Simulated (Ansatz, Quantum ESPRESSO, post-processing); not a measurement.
# Work function of Nb(100), 5 layers, one monolayer of Au on bridge sites, part 5 of 6

How much energy does it take to lift an electron out of Nb(100), 5 layers, one monolayer of Au on bridge sites, and how far do the settings matter?

Quantum ESPRESSO 7.5; plane-wave DFT, PBE, GBRV ultrasoft pseudopotentials; geometry and cross-check by Ansatz 0.2.0 with PAW datasets.

So far. Step 9 (SCF with pw.x: PBEsol, GBRV ultrasoft): The upper face goes from 4.399 eV (PBE, GBRV) to 4.506 eV, a change of +0.107 eV. Step 10 (Ground state: LDA, PseudoDojo norm-conserving): The upper face goes from 4.399 eV (PBE, GBRV) to 4.779 eV, a change of +0.380 eV.

## Step 11: Ground state: PBE, SG15 norm-conserving

Level of this step: plane-wave DFT, PBE, SG15 norm-conserving pseudopotentials (Quantum ESPRESSO 7.5).

Contents of sg15-pbe.in:

```
&control
  prefix = 'sg15-pbe'
  outdir = './out'
  pseudo_dir = './pseudo'
  calculation = 'scf'
  tprnfor = .true.
/
&system
  ibrav = 0
  nat = 6
  ntyp = 2
  ecutwfc = 60
  ecutrho = 240
  occupations = 'smearing'
  smearing = 'mv'
  degauss = 0.02
  assume_isolated = 'esm'
  esm_bc = 'bc1'
/
&electrons
  conv_thr = 1e-07
  mixing_beta = 0.4
  electron_maxstep = 120
  mixing_mode = 'local-TF'
/
ATOMIC_SPECIES
  Nb  92.9064  Nb_ONCV_PBE-1.2.upf
  Au  196.9666  Au_ONCV_PBE-1.2.upf
CELL_PARAMETERS angstrom
  3.30000000000000 0.00000000000000 0.00000000000000
  0.00000000000000 3.30000000000000 0.00000000000000
  0.00000000000000 0.00000000000000 25.60000000000000
ATOMIC_POSITIONS crystal
  Nb  0.000000000000 0.000000000000 -0.170520529569
  Nb  0.500000000000 0.500000000000 -0.106067404569
  Nb  0.000000000000 0.000000000000 -0.041614279569
  Nb  0.500000000000 0.500000000000 0.023756150092
  Nb  0.000000000000 0.000000000000 0.084982298493
  Au  0.500000000000 0.000000000000 0.170520529569
K_POINTS automatic
  8 8 1 0 0 0
```

On the command line:

```sh
$ OMP_NUM_THREADS=1 mpirun -n 4 pw.x -nk 4 -in sg15-pbe.in > sg15-pbe.out
```

Log:

```text
[banner, memory and clock lines left out]
Program PWSCF v.7.5 starts
[citation notice left out]

[...]
Message from routine setup:
[...]
bravais-lattice index     =            0
     lattice parameter (alat)  =       6.2361  a.u.
     unit-cell volume          =    1881.3277 (a.u.)^3
     number of atoms/cell      =            6
     number of atomic types    =            2
     number of electrons       =        84.00
     number of Kohn-Sham states=           50
     kinetic-energy cutoff     =      60.0000  Ry
     charge density cutoff     =     240.0000  Ry
     scf convergence threshold =      1.0E-07
     mixing beta               =       0.4000
     number of iterations used =            8  local-TF  mixing
     Exchange-correlation= PBE
                           (   1   4   3   4   0   0   0)

     Effective Screening Medium Method
     Boundary Conditions: Vacuum-Slab-Vacuum
     total charge in unit cell        =   0.0000
     grid points for fit at edges     =        4

[...]
PseudoPot. # 1 for Nb read from file:
     ./pseudo/Nb_ONCV_PBE-1.2.upf
     Pseudo is Norm-conserving, Zval = 13.0
     Generated using ONCVPSP code by D. R. Hamann
     Using radial grid of  602 points,  6 beta functions with:
                l(1) =   0
                l(2) =   0
                l(3) =   1
                l(4) =   1
                l(5) =   2
                l(6) =   2

     PseudoPot. # 2 for Au read from file:
     ./pseudo/Au_ONCV_PBE-1.2.upf
     Pseudo is Norm-conserving, Zval = 19.0
     Generated using ONCVPSP code by D. R. Hamann
     Using radial grid of  602 points,  8 beta functions with:
                l(1) =   0
                l(2) =   0
                l(3) =   1
                l(4) =   1
                l(5) =   2
                l(6) =   2
                l(7) =   3
                l(8) =   3

     atomic species   valence    mass     pseudopotential
     Nb               13.00    92.90640     Nb( 1.00)
     Au               19.00   196.96660     Au( 1.00)

      4 Sym. Ops. (no inversion) found

[...]
number of k points=    25  Marzari-Vanderbilt smearing, width (Ry)=  0.0200
[...]
Dense  grid:   118355 G-vectors     FFT dimensions: (  32,  32, 240)

     Initial potential from superposition of free atoms

     starting charge      83.4002, renormalised to      84.0000

     negative rho (up, down):  4.924E-04 0.000E+00
     Starting wfcs are random

     per-process dynamical memory:   168.7 Mb

     Self-consistent Calculation

     iteration #  1     ecut=    60.00 Ry     beta= 0.40
     Davidson diagonalization with overlap
     c_bands:  1 eigenvalues not converged
     c_bands:  1 eigenvalues not converged
     c_bands:  5 eigenvalues not converged
     ethr =  1.00E-02,  avg # of iterations = 39.5

     negative rho (up, down):  8.303E-03 0.000E+00

     total energy              =    -837.52171717 Ry
     estimated scf accuracy    <     318.05885353 Ry

     iteration #  2     ecut=    60.00 Ry     beta= 0.40
[...]
negative rho (up, down):  2.184E-03 0.000E+00

[...]
total energy              =    -843.76383222 Ry
     estimated scf accuracy    <       9.70064360 Ry

     iteration #  3     ecut=    60.00 Ry     beta= 0.40
[...]
negative rho (up, down):  5.590E-07 0.000E+00

[...]
total energy              =    -843.30031363 Ry
     estimated scf accuracy    <       5.97777909 Ry

     iteration #  4     ecut=    60.00 Ry     beta= 0.40
[...]
negative rho (up, down):  1.679E-06 0.000E+00

[...]
total energy              =    -843.88922499 Ry
     estimated scf accuracy    <       1.96608932 Ry

     iteration #  5     ecut=    60.00 Ry     beta= 0.40
[...]
negative rho (up, down):  1.504E-07 0.000E+00

[...]
total energy              =    -845.22205056 Ry
     estimated scf accuracy    <      10.78287290 Ry

     iteration #  6     ecut=    60.00 Ry     beta= 0.40
[...]
total energy              =    -845.14664576 Ry
     estimated scf accuracy    <       9.23799706 Ry

[...]
iteration # 62     ecut=    60.00 Ry     beta= 0.40
[...]
negative rho (up, down):  2.969E-05 0.000E+00

[...]
total energy              =    -845.20429341 Ry
     estimated scf accuracy    <       0.00000019 Ry

     iteration # 63     ecut=    60.00 Ry     beta= 0.40
[...]
negative rho (up, down):  4.397E-05 0.000E+00

[...]
total energy              =    -845.20428834 Ry
     estimated scf accuracy    <       0.00000037 Ry

     iteration # 64     ecut=    60.00 Ry     beta= 0.40
[...]
negative rho (up, down):  2.653E-05 0.000E+00

[...]
total energy              =    -845.20429109 Ry
     estimated scf accuracy    <       0.00000017 Ry

     iteration # 65     ecut=    60.00 Ry     beta= 0.40
[...]
End of self-consistent calculation

          k = 0.0000 0.0000 0.0000 ( 14807 PWs)   bands (ev):

  -109.1755 -60.5927 -60.4925 -60.3507 -59.0950 -58.9942 -58.4630 -58.2756
   -58.1096 -35.2472 -35.1533 -35.0774 -35.0737 -35.0150 -34.9991 -34.7291
   -34.5480 -34.5466 -34.4199 -34.1776 -34.1719 -34.0176 -33.9024 -33.8937
    -9.9168  -9.1942  -8.6662  -8.2262  -7.7938  -7.6861  -7.5320  -7.3903
    -7.1241  -6.8174  -6.7076  -6.6653  -6.0159  -5.2461  -3.9749  -3.8463
    -3.8458  -3.6934  -3.6290  -3.6080  -3.3526  -3.1026  -3.0024  -3.0007
    -2.4295  -1.7691

          k = 0.0000 0.1250 0.0000 ( 14759 PWs)   bands (ev):

  -109.1754 -60.5925 -60.4923 -60.3537 -59.0901 -58.9887 -58.4521 -58.2766
   -58.1164 -35.2577 -35.1685 -35.1257 -35.0695 -35.0631 -34.9826 -34.7014
   -34.6430 -34.5319 -34.3408 -34.2264 -34.1859 -33.9776 -33.9279 -33.9197
    -9.6635  -8.9780  -8.5964  -8.0526  -7.6779  -7.6719  -7.3454  -7.2921
    -7.1699  -6.8228  -6.7441  -6.3837  -5.8307  -5.2605  -4.2308  -4.2002
    -4.1699  -3.9880  -3.5493  -3.5295  -3.4795  -3.3602  -2.5851  -2.4210
    -2.3352  -2.1248

[...]
the Fermi energy is    -4.0452 ev

!    total energy              =    -845.20430316 Ry
     estimated scf accuracy    <       0.00000009 Ry
     smearing contrib. (-TS)   =      -0.00016208 Ry
     internal energy E=F+TS    =    -845.20414108 Ry

     The total energy is F=E-TS. E is the sum of the following terms:
     one-electron contribution =   15096.76249909 Ry
     hartree contribution      =   -7576.86915839 Ry
     xc contribution           =     -93.77931907 Ry
     ewald contribution        =   -8271.31816271 Ry

     convergence has been achieved in  65 iterations

     Forces acting on atoms (cartesian axes, Ry/au):

     atom    1 type  1   force =     0.00000000    0.00000000    0.04656785
     atom    2 type  1   force =     0.00000000    0.00000000   -0.04728555
     atom    3 type  1   force =     0.00000000    0.00000000    0.00114183
     atom    4 type  1   force =     0.00000000    0.00000000    0.00090605
     atom    5 type  1   force =     0.00000000    0.00000000    0.00001827
     atom    6 type  2   force =     0.00000000    0.00000000   -0.00065629

     Total force =     0.066386     Total SCF correction =     0.001786

[...]
```

Elapsed: 12 min, on 4 MPI ranks of Arm Neoverse V1, shared host; peak memory 0.99 GiB; 48 min of CPU time.

This step gave:

| Quantity | Value |
| --- | --- |
| free energy | -11499.5904 eV |
| Fermi energy | -4.045 eV |
| vacuum line at the lower end of the cell, over the Fermi level | 3.706 eV |
| vacuum line at the upper end of the cell, over the Fermi level | 4.384 eV |

The potential energy, planar mean oscillates, so the rows of the table below give means over windows of 1.66 Å about each position, cut where the curve ends. Its maxima inside the range that stand out by 2 % of the span (Å: eV): -3.5: -6.41, -1.9: -6.55, -0.2: -6.14, 1.4: -7.72, 3.3: -0.158. Its minima: -4.4: -22.7, -2.7: -22.2, -1.1: -22.5, 0.6: -22.3, 2.1: -22.7, 4.4: -19.5.

Electrostatic potential energy of an electron; zero at the Fermi level. Potential energy, planar mean against z; means over each step:

```
 z (Å)  potential energy, planar mean (eV)
-11.97                                3.71
-10.31                                3.71
 -8.65                                3.70
 -6.99                                3.46
 -5.33                               -4.06
 -3.67                               -14.0
 -2.01                               -13.9
 -0.35                               -13.6
  1.31                               -15.1
  2.97                               -7.56
  4.63                               -9.51
  6.29                                3.97
  7.95                                4.38
  9.61                                4.38
 11.27                                4.38
```

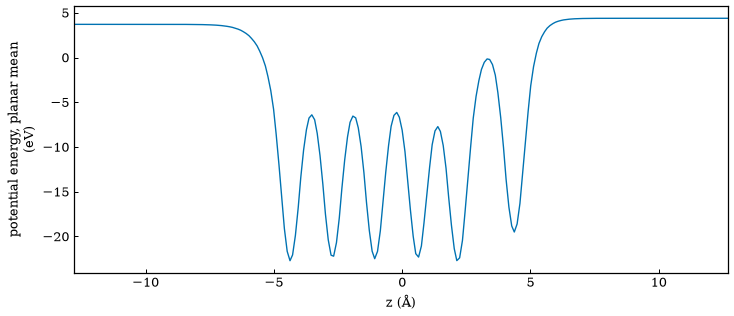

Potential energy, planar mean against z.

The upper face goes from 4.399 eV (PBE, GBRV) to 4.384 eV, a change of -0.015 eV, a small one, from the pseudopotentials and their cutoffs.

## Step 12: All levels side by side

All levels:

```
                                                  level  upper face (eV)  lower face (eV)  dipole (e Å)  CPU time (s)
                                  QE PBE GBRV, sawtooth              4.4            3.751      -0.03897           576
                                   QE PBE GBRV, ESM bc1            4.399             3.75             -         953.3
                      QE PBEsol GBRV ultrasoft, ESM bc1            4.506             3.82             -          1059
             QE LDA PseudoDojo norm-conserving, ESM bc1            4.779            3.965             -          3355
                   QE PBE SG15 norm-conserving, ESM bc1            4.384            3.706             -          2869
Ansatz PBE PAW, sawtooth (time of the whole relaxation)            4.376            3.718      -0.03958           167
```

The times are CPU seconds on a shared host; the codes use unlike cutoffs, datasets and smearings, so their times compare unlike work.

[end of part 5 of 6]

[Logs are printed without paths, hosts, clocks, repeated set-up lines and the standing remarks that a program may print on its own settings, such as how far it seeks lower states.]

[Hosts, paths, dates, database ids (printed as entryN), source tags and the programs' standing remarks are cut or masked in the printed files.]

[Maps of the electrostatic potential energy from Ansatz leave out the sawtooth potential of an applied field or a dipole correction, so their vacuum need not be flat; planar profiles and work functions include it.]
